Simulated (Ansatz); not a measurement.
```yaml
atoms:
  - { symbol: Ga, position_ang: [0.4561, 0.0157, -0.0447] }
  - { symbol: C, position_ang: [0.9960, 0.1146, 1.8665] }
  - { symbol: H, position_ang: [0.0672, 0.0606, 2.4648] }
  - { symbol: H, position_ang: [1.5263, -0.8299, 2.0926] }
  - { symbol: C, position_ang: [1.8413, 1.3274, 2.2704] }
  - { symbol: H, position_ang: [2.1073, 1.3107, 3.3418] }
  - { symbol: H, position_ang: [2.7849, 1.3752, 1.7018] }
  - { symbol: H, position_ang: [1.3105, 2.2758, 2.0829] }
  - { symbol: H, position_ang: [0.9291, 1.1160, -1.0770] }
  - { symbol: H, position_ang: [-0.4483, -1.1762, -0.5537] }
```

Theory: RKS B3LYP-D4/def2-SVP in Ansatz 0.2.0.

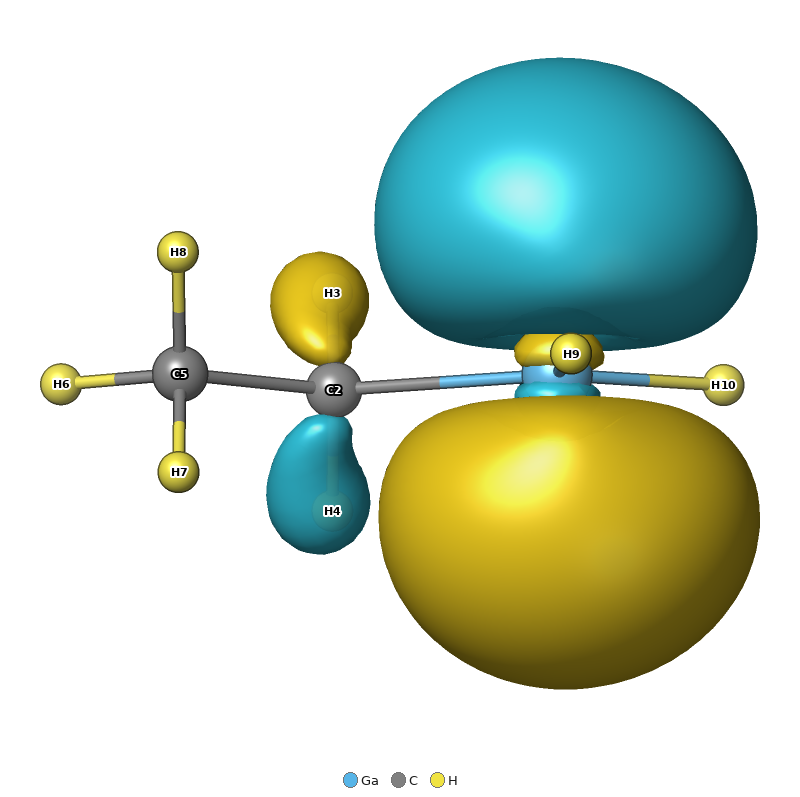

C$_{2}$H$_{7}$Ga. The LUMO at ±0.1 Å⁻³ᐟ² (yellow and cyan are the two phases), seen from one side.

### Describe this orbital and give its energy.

It lies mainly on Ga1 (about 80 %). Its energy is −1.64 eV.
